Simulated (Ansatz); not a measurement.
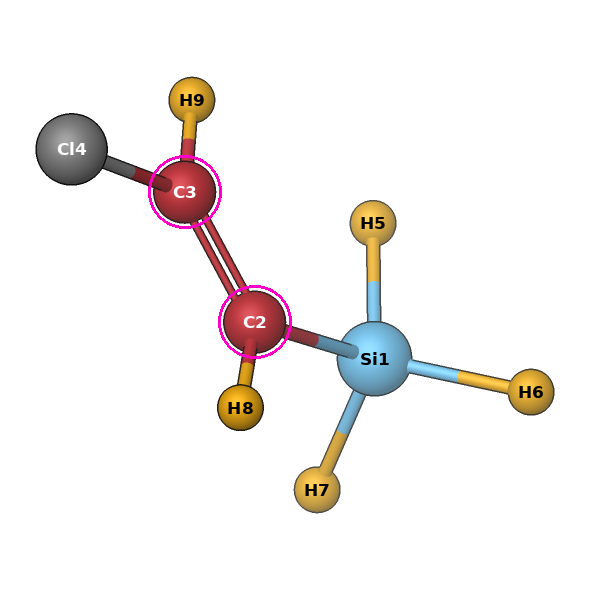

Atoms fade into the background with distance from the viewer. Circles mark the stereogenic atoms. The geometry was computed by an optimisation with PBE0-D4/def2-TZVP.

> Give the R/S and E/Z labels.

C2=C3: E.
